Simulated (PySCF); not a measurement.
System: C₆H₁₅BOSi.

| atom | x (Å) | y (Å) | z (Å) |
| --- | --- | --- | --- |
| C | -3.5952 | 1.3027 | 0.4317 |
| B | -2.8432 | 0.2459 | -0.4533 |
| C | -1.4607 | -0.3698 | 0.0182 |
| C | -0.9985 | -1.5813 | -0.7956 |
| C | -0.3740 | 0.7367 | -0.0267 |
| C | 0.9134 | 0.2683 | 0.5659 |
| C | 2.0260 | 0.0974 | -0.1320 |
| O | 3.1668 | -0.3686 | 0.4235 |
| Si | 4.7043 | -0.3982 | -0.0965 |
| H | -4.6235 | 0.9907 | 0.6129 |
| H | -3.6732 | 2.2508 | -0.1012 |
| H | -3.1341 | 1.5013 | 1.3964 |
| H | -3.3087 | -0.0639 | -1.4840 |
| H | -1.5345 | -0.6814 | 1.0677 |
| H | -0.8553 | -1.3058 | -1.8382 |
| H | -0.0567 | -1.9714 | -0.4141 |
| H | -1.7434 | -2.3726 | -0.7505 |
| H | -0.7306 | 1.6052 | 0.5315 |
| H | -0.2135 | 1.0391 | -1.0632 |
| H | 0.9100 | 0.0313 | 1.6205 |
| H | 2.0721 | 0.3204 | -1.1922 |
| H | 4.7973 | -0.9590 | -1.4478 |
| H | 5.2827 | -1.2552 | 0.9243 |
| H | 5.2608 | 0.9572 | -0.1227 |

Geometry: GFN2-xTB.

Method: PBE0/pcSseg-1, SCF density, gas phase, non-relativistic in PySCF.

> What can the converged electron density and electron localisation function tell about the bonding?

C–C (1.32 Å): ρ is about 2.3 e/Å³ halfway; the ELF peaks at about 0.95 between the atoms: a multiple bond.
C–O (1.35 Å): the density is about 2.3 e/Å³ at the midpoint, with its minimum of 1.9 e/Å³ about 0.5 Å from C; the ELF peaks at about 0.90 between the atoms: a polar covalent bond.
Si–O (1.62 Å): the density is about 1.1 e/Å³ at the midpoint; the ELF peaks at about 0.85 between the atoms; a short, strongly polar bond.
C–H (1.08 Å): ρ at the midpoint is about 2 e/Å³; the ELF climbs to about 1 towards the hydrogen, as it does in any bond to H; a covalent bond by its length.

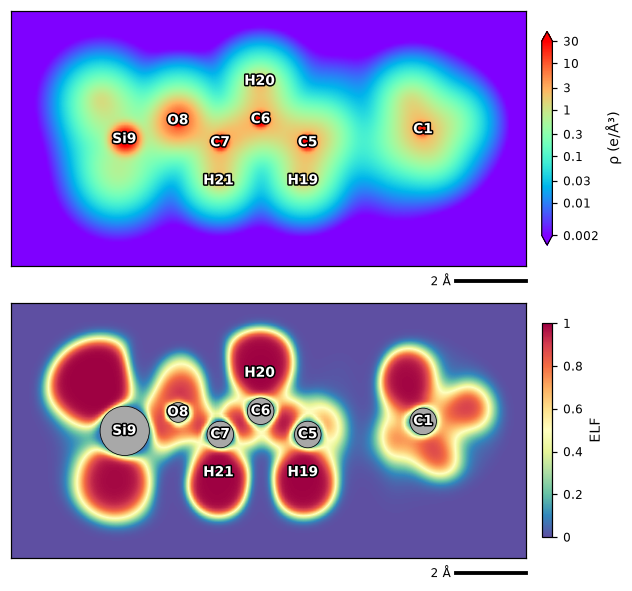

Computed electron density and electron localisation function on the plane of atoms C5, C6 and H20, in this order. Grey discs cover the atomic cores in the ELF map. 
